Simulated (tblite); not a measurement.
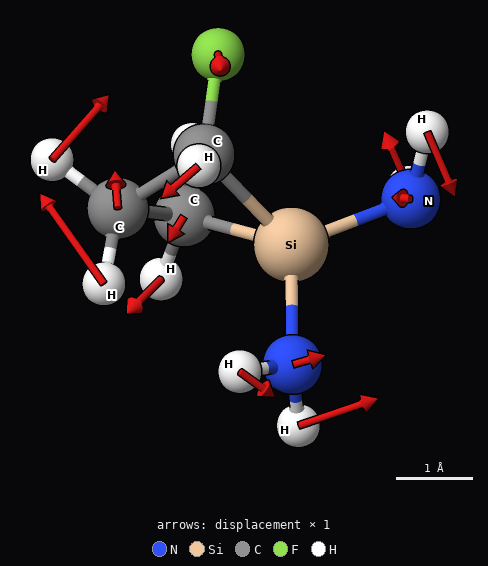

A relaxation of C3H9FN2Si. The starting structure is drawn; red arrows show the displacements, at their true length. The two geometries are superimposed by the best rigid fit.

Style: ball-and-stick. Shown at a tilt.

Method: GFN2-xTB geometry optimisation, gas phase (tblite). 

Describe the change and its energy.

Answer. The largest move after the best rigid fit is that of an H atom, 1.54 Å. Largest moves by element: H 1.54 Å, F 0.92 Å, C 0.59 Å, N 0.48 Å, Si 0.10 Å. Some distances before and after: C–Si 1.854 → 1.935 Å, C–Si 1.842 → 1.916 Å, N–Si 1.781 → 1.722 Å, C–H 1.132 → 1.093 Å. Among the angles between lasting bonds that change: C–C–C 88.8° → 100.6°, N–Si–N 115.4° → 105.7°, Si–N–H 108.4° → 117.6°. Groups turn about N–Si by about 70°, C–C by about 50°, C–C by about 50°. The energy falls by 30.8 kcal/mol in 119 geometry steps. Cost: 2.3 s on 1 thread of Intel(R) Xeon(R) Processor @ 2.50GHz (shared host).
